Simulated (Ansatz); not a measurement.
# Phonon calculation, with input and output: Si2NH6Cl

- system: Si2NH6Cl
- method: RKS PBE0-D4/def2-SVP (Ansatz 0.2.0)

Figures and captions count atoms from 1; the log counts them from 0 in places.

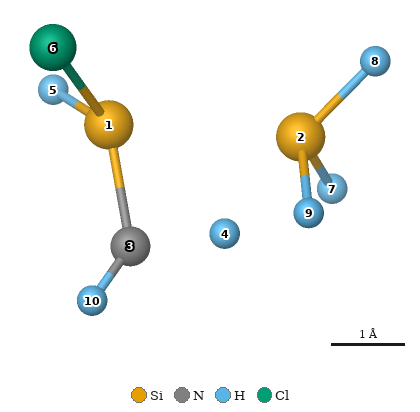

The structure (ball-and-stick view, seen on its broad side; atoms are numbered from 1 in the order of the input).

**Input**
```yaml
crystal:
  periodic: [false, false, false]
  atoms:
    - {symbol: Si, position_ang: [-0.498998, 0.234170, 1.230275]}
    - {symbol: Si, position_ang: [1.286384, -0.400694, -0.604151]}
    - {symbol: N, position_ang: [-1.179945, 0.830370, -0.209524]}
    - {symbol: H, position_ang: [-0.404598, 0.044616, -1.010359]}
    - {symbol: H, position_ang: [-0.171062, 1.189430, 2.321212]}
    - {symbol: Cl, position_ang: [-1.381539, -1.394110, 2.174848]}
    - {symbol: H, position_ang: [1.905062, 0.842918, -1.151832]}
    - {symbol: H, position_ang: [2.313575, -1.491965, -0.592029]}
    - {symbol: H, position_ang: [0.274901, -0.829501, -1.660230]}
    - {symbol: H, position_ang: [-2.143679, 0.974567, -0.498111]}
basis:
  gaussian: {orbitals: def2-SVP}
hamiltonian: {xc: pbe0, dispersion: d4}
phonons: {}
scf: {lower_state_search: off}
```

Run as:
```bash
ansatz run in.yaml --threads 4 --pin off --events-out ev --progress --plain --max-ram 9574MiB
```

**Output**
```
Functional definition: PBE0
  name "PBE0"
  cite "Adamo & Barone, J. Chem. Phys. 110, 6158 (1999) doi:10.1063/1.478522"
  cite "Perdew, Burke & Ernzerhof, Phys. Rev. Lett. 77, 3865 (1996) doi:10.1103/PhysRevLett.77.3865"
  parent pbe
  parameter a = 0.25
  parameter kappa = 0.804
  parameter beta = 0.06672455060314922
  exchange = (1 - a)*pbe_x(kappa = kappa, mu = beta*pi^2/3) + a*exact_x
  correlation = pbe_c(beta = beta)
these checks for a lower state are left out or cut short: stability, starts, cluster_reference, orbital_swaps, neighbouring_geometries, increment
1009 factors; integrals over basis functions are off by at most 4.2e-4 eV
mean field evaluation 1: about -29836.6561 eV, gradient 5.1e1 eV
mean field evaluation 2: about -29818.5111 eV, gradient 9.5e1 eV
mean field evaluation 4: about -29842.1406 eV, gradient 3.6e0 eV
mean field evaluation 8: about -29842.1847 eV, gradient 3.0e-2 eV
mean field evaluation 16: about -29842.1848 eV, gradient 6.0e-6 eV
mean field -29842.18475109 eV, -1096.6800618433 hartree, gradient 6.0e-6 eV, S^2 0.000000; 0 other end points of the search recorded, 0 dependent functions left out
the calculation of the forces begins
reference -29842.18477835 eV, -1096.6800628449 hartree; 29, 29 occupied and 69, 69 virtual orbitals, 1009 factors
these checks for a lower state are left out or cut short: stability, starts, cluster_reference, orbital_swaps, neighbouring_geometries, increment
1009 factors; integrals over basis functions are off by at most 4.2e-4 eV
mean field -29842.18834905 eV, -1096.6801940657 hartree, gradient 2.2e-6 eV, S^2 0.000000; 0 other end points of the search recorded, 0 dependent functions left out
[... from here on the field's lines of each further geometry are left out, up to the last ...]
the calculation of the forces begins
reference -29842.18473963 eV, -1096.6800614220 hartree; 29, 29 occupied and 69, 69 virtual orbitals, 1009 factors
these checks for a lower state are left out or cut short: stability, starts, cluster_reference, orbital_swaps, neighbouring_geometries, increment
1009 factors; integrals over basis functions are off by at most 4.2e-4 eV
mean field -29842.18474789 eV, -1096.6800617257 hartree, gradient 8.8e-7 eV, S^2 0.000000; 0 other end points of the search recorded, 0 dependent functions left out
the calculation of the forces begins
reference -29842.18477515 eV, -1096.6800627275 hartree; 29, 29 occupied and 69, 69 virtual orbitals, 1009 factors
WARN: phonons: modes at or below zero, which the zero-point energy, F, S and C_V leave out: 1, the lowest at -1026.35 cm⁻¹. A minimum has none, and a first-order saddle one
Total energy: -29842.40358663 eV, -1096.6881039009 hartree
Atom 0 at    -0.498998     0.234170     1.230275 Å, force     1.420573    -0.509955    -1.461584 eV/Å
Atom 1 at     1.286384    -0.400694    -0.604151 Å, force     0.745993    -0.066128     1.981791 eV/Å
Atom 2 at    -1.179945     0.830370    -0.209524 Å, force     2.045744    -2.065853    -2.102742 eV/Å
Atom 3 at    -0.404598     0.044616    -1.010359 Å, force    -4.203589     2.637659     1.588935 eV/Å
Atom 4 at    -0.171062     1.189430     2.321212 Å, force     0.002948     0.003221     0.004396 eV/Å
Atom 5 at    -1.381539    -1.394110     2.174848 Å, force    -0.000001     0.001477    -0.003534 eV/Å
Atom 6 at     1.905062     0.842918    -1.151832 Å, force    -0.002318     0.000467    -0.000305 eV/Å
Atom 7 at     2.313575    -1.491965    -0.592029 Å, force     0.002982     0.000212     0.000233 eV/Å
Atom 8 at     0.274901    -0.829501    -1.660230 Å, force    -0.001850    -0.003147    -0.002015 eV/Å
Atom 9 at    -2.143679     0.974567    -0.498111 Å, force    -0.010484     0.002046    -0.005177 eV/Å
Dipole moment:    -0.000167     0.077064    -0.236073 e Å
Vibrations: -1026.35 104.59 188.57 229.93 252.82 313.38 444.35 469.02 547.97 632.57 684.77 839.54 872.55 892.84 924.05 945.41 1036.59 1109.10 1653.31 2101.24 2205.91 2243.45 2259.16 3632.94 cm⁻¹, zero-point energy 1.524016 eV
Checks for a lower state left out: stability, starts, cluster_reference, orbital_swaps, neighbouring_geometries, increment
```

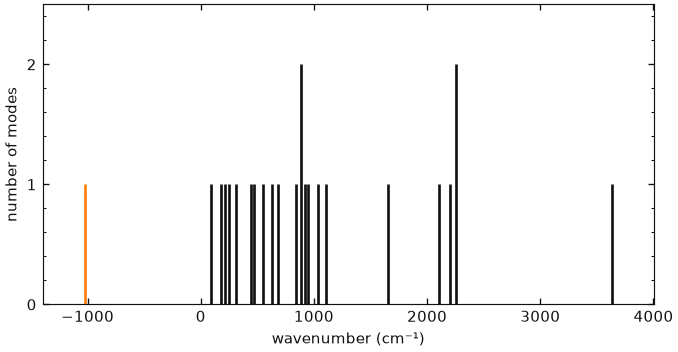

Harmonic vibrational wavenumbers from the force constants; neighbouring modes closer than 21 cm⁻¹ are counted in one stick, and imaginary ones are drawn at negative wavenumbers. 24 modes from 1025i to 3633 cm⁻¹, 1 imaginary beyond 8i (1025i cm⁻¹): a first-order saddle point, if the geometry is stationary.

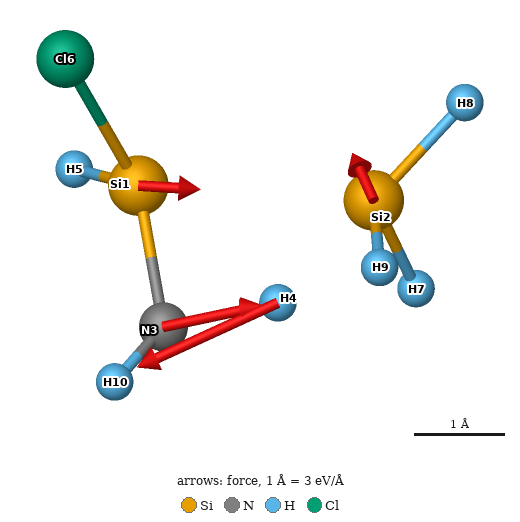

Forces on the atoms as red arrows (ball-and-stick view, seen at a tilt; atoms are numbered from 1 in the order of the input); the smallest are left out. The largest act on H4 (5.21 eV/Å); N3 (3.59 eV/Å); Si2 (2.12 eV/Å); Si1 (2.10 eV/Å). The geometry is not a stationary point of this energy.

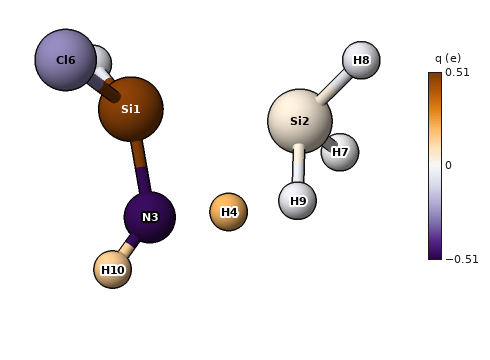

Mulliken charges, as the colour of each atom (ball-and-stick view, seen at a tilt; atoms are numbered from 1 in the order of the input). By element: Si +0.05 to +0.48, N −0.48, H −0.05 to +0.20 and Cl −0.27 e.

**Key numbers**

| quantity | value |
| --- | --- |
| outcome | converged |
| total energy | −29842.4036 eV |
| mean-field energy | −29842.1848 eV |
| dispersion energy | −0.2188 eV |
| largest force (length of the vector) | 5.211 eV/Å |
| dipole moment | 1.19 D |
| hardware | 4 threads of Arm Neoverse V1, 23 GiB of memory available, shared host |
| wall time | 51 s (CPU time 3.1 min) |
| peak memory | 0.19 GiB |
